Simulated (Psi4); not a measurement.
# MP2/cc-pVDZ (density fitting, density fitting for correlation, sweep point 5) run of BNH2O (SMILES BN=O)

Aim: the vertical ionisation energy of BNH2O at MP2/cc-pVDZ (density fitting, density fitting for correlation, sweep point 5), from 2 runs. Input form: a Python script.

The calculation is run with Psi4 1.11.

**1. Starting point**

The species is BNH2O (5 atoms), meant as a singlet with charge 0. As SMILES, `BN=O`. Geometry: relaxed at GFN2-xTB.

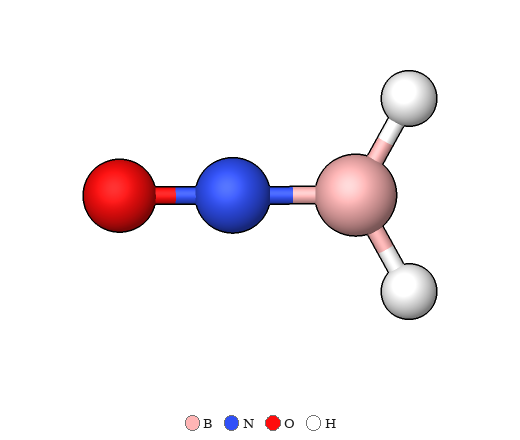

The structure, seen from a chosen angle (boron pink, nitrogen blue, oxygen red, hydrogen white).

**2. The energy at MP2/cc-pVDZ (density fitting, density fitting for correlation, sweep point 5)**

Contents of calc.py:

```python
import psi4

psi4.set_memory(1600000000)
psi4.set_num_threads(1)
psi4.core.set_output_file('output.dat', False)

mol = psi4.geometry("""
0 1
B     -0.303260     0.384710    -0.206480
N      0.435210    -0.552070     0.296940
O      1.113730    -1.415380     0.760240
H     -1.158940     0.091910    -0.941520
H     -0.086740     1.490830     0.090820
symmetry c1
""")

psi4.set_options({
    'puream': True,
    'scf_type': 'df',
    'num_frozen_docc': 3,
})

E, wfn = psi4.energy('mp2/cc-pVDZ', molecule=mol, return_wfn=True)
print(f'total energy {E:.8f} hartree = {E * 27.211386:.5f} eV')
```

Launch:

```bash
python calc.py
```

output.dat:

```text
[...]
  Running in c1 symmetry.
[...]
  Nuclear repulsion =   58.612788367927152
[...]
  Multiplicity = 1
[...]
  Nalpha       = 11
  Nbeta        = 11
[...]
    Number of basis functions: 52
[...]
   @DF-RHF iter   1:  -155.00368816092885   -7.34969e-01   5.30014e-03 DIIS/ADIIS
[...]
   @DF-RHF iter  12:  -155.06069620513313   -6.65068e-12   5.31822e-09 DIIS
[...]
    Orbital Energies [Eh]
    ---------------------
    Doubly Occupied:
       1A    -20.677784     2A    -15.730236     3A     -7.618942
       4A     -1.554899     5A     -1.082566     6A     -0.781414
       7A     -0.707983     8A     -0.652633     9A     -0.618647
      10A     -0.503041    11A     -0.401139
[...]
  @DF-RHF Final Energy:  -155.06069620513313
   => Energetics <=
    Nuclear Repulsion Energy =             58.6127883679271520
    One-Electron Energy =                -326.6884018359731385
    Two-Electron Energy =                 113.0149172629128174
    Total Energy =                       -155.0606962051331266
[...]
 Multipole Moments:
 ------------------------------------------------------------------------------------
     Multipole            Electronic (a.u.)      Nuclear  (a.u.)        Total (a.u.)
 ------------------------------------------------------------------------------------
 L = 1.  Multiply by 2.5417464519 to convert [e a0] to [Debye]
 Dipole X            :          1.0647683           -1.2889368           -0.2241685
 Dipole Y            :         -1.3537360            1.6382498            0.2845139
 Dipole Z            :          0.7281922           -0.8807805           -0.1525882
 Magnitude           :                                                    0.3930430
[...]
```

Standard output:

```text
total energy -155.49843141 hartree = -4231.32784 eV
```

Wall time 2.2 s (1 thread of Intel Xeon Platinum 8259CL at 2.50GHz (Skylake/Cascade Lake), shared host); peak memory 0.21 GiB.

**3. The doublet cation, same level**

Contents of job.py:

```python
import psi4

psi4.set_memory(1600000000)
psi4.set_num_threads(1)
psi4.set_output_file('run.log', False)

geom = psi4.geometry("""
1 2
B     -0.303260     0.384710    -0.206480
N      0.435210    -0.552070     0.296940
O      1.113730    -1.415380     0.760240
H     -1.158940     0.091910    -0.941520
H     -0.086740     1.490830     0.090820
symmetry c1
""")

psi4.set_options({
    'basis': 'cc-pVDZ',
    'reference': 'uhf',
    'puream': True,
    'scf_type': 'df',
    'num_frozen_docc': 3,
    'maxiter': 150,
})

e, wfn = psi4.energy("mp2", return_wfn=True)
print(f'mp2 energy: {e:.10f} Eh')
```

Launch:

```bash
python job.py
```

run.log:

```text
[...]
  Running in c1 symmetry.
[...]
  Nuclear repulsion =   58.612788367927152
[...]
  Multiplicity = 2
[...]
  Nalpha       = 11
  Nbeta        = 10
[...]
    Number of basis functions: 52
[...]
   @DF-UHF iter   1:  -154.61911294109564   -3.50394e-01   7.86933e-03 DIIS/ADIIS
[...]
   @DF-UHF iter  22:  -154.73225556527530   -9.66338e-12   4.08898e-09 DIIS
[...]
   @S^2 Observed:                8.783656311E-01
[...]
    Orbital Energies [Eh]
    ---------------------
    Alpha Occupied:
       1A    -21.116903     2A    -16.078690     3A     -7.925559
       4A     -1.963106     5A     -1.446656     6A     -1.160799
       7A     -1.138468     8A     -1.049740     9A     -0.875335
      10A     -0.808579    11A     -0.796282
    Alpha Virtual:
      12A     -0.266687    13A     -0.120650    14A     -0.003529
      15A      0.061659    16A      0.103378    17A      0.114884
      18A      0.171997    19A      0.226583    20A      0.230842
      21A      0.510008    22A      0.550780    23A      0.552402
      24A      0.561243    25A      0.676168    26A      0.694658
[...]
  @DF-UHF Final Energy:  -154.73225556527530
   => Energetics <=
    Nuclear Repulsion Energy =             58.6127883679271520
    One-Electron Energy =                -319.3376952108354203
    Two-Electron Energy =                 105.9926512776329446
    Total Energy =                       -154.7322555652752953
  UHF NO Occupations:
  HONO-2 :    9  A 1.9949847
  HONO-1 :   10  A 1.9425941
[...]
 Multipole Moments:
 ------------------------------------------------------------------------------------
     Multipole            Electronic (a.u.)      Nuclear  (a.u.)        Total (a.u.)
 ------------------------------------------------------------------------------------
 L = 1.  Multiply by 2.5417464519 to convert [e a0] to [Debye]
 Dipole X            :          0.8346640           -1.2889368           -0.4542729
 Dipole Y            :         -1.0614466            1.6382498            0.5768033
 Dipole Z            :          0.5713419           -0.8807805           -0.3094386
 Magnitude           :                                                    0.7967547
[...]
```

On the terminal:

```text
mp2 energy: -155.1345135038 Eh
```

Run time: 2.4 s. Hardware: 1 thread of Intel Xeon Platinum 8259CL at 2.50GHz (Skylake/Cascade Lake), shared host; peak memory 0.21 GiB.

**4. What came out**

Level: MP2/cc-pVDZ (density fitting, density fitting for correlation, sweep point 5), 3 core orbitals frozen.

| quantity | value |
| --- | --- |
| singlet BNH2O: total energy | -155.49843 Eh |
| singlet BNH2O: HOMO energy (Hartree–Fock orbitals) | -10.92 eV |
| singlet BNH2O: LUMO energy (Hartree–Fock orbitals) | 1.66 eV |
| singlet BNH2O: HOMO–LUMO gap (Hartree–Fock orbitals) | 12.58 eV |
| singlet BNH2O: correlation energy (3 core orbitals frozen) | -437.7 mEh |
| doublet cation: total energy | -155.13451 Eh |
| doublet cation: HOMO energy (Hartree–Fock orbitals) (highest over α and β) | -21.23 eV |
| doublet cation: LUMO energy (Hartree–Fock orbitals) (lowest over α and β) | -7.26 eV |
| doublet cation: correlation energy (3 core orbitals frozen) | -402.3 mEh |
| doublet cation: ⟨S²⟩ of the reference determinant | 0.878 |
| vertical ionisation energy (to the doublet cation) | 9.903 eV |

In words: Removing an electron at fixed nuclei costs 9.90 eV (228 kcal/mol). ⟨S²⟩ (doublet cation) is 0.88 where a pure doublet has 0.75: the reference is spin-contaminated.
